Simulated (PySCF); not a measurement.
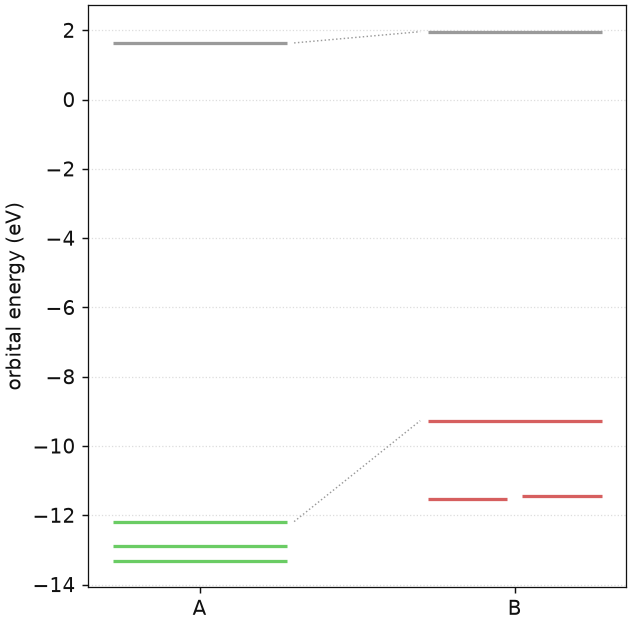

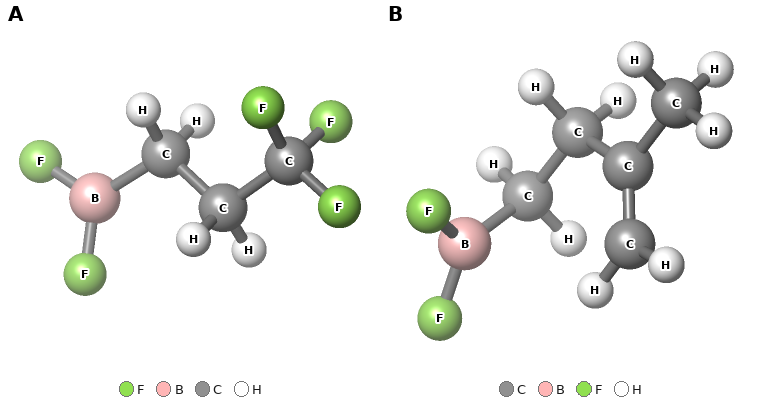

Related molecules: A is C₃H₄BF₅, SMILES FB(F)CCC(F)(F)F; B is C₅H₉BF₂, SMILES C=C(C)CCB(F)F. Frontier orbital energies, ωB97X-D/def2-SVPD, PySCF, at a GFN2-xTB geometry (no frequency check); drawn are at most three filled levels and, in grey, the LUMO with any level within 0.03 eV of it; dotted lines join the HOMOs and the LUMOs.

**What does the change do to the frontier levels?**

From A to B the HOMO rises by 2.91 eV and the LUMO rises by 0.32 eV, so the separation goes from 13.82 to 11.23 eV.

Caveats, for all or some of the runs: empty levels above zero depend strongly on the basis; one conformer of a flexible molecule; the tight-binding geometry is rougher than a DFT one and adds to the error.
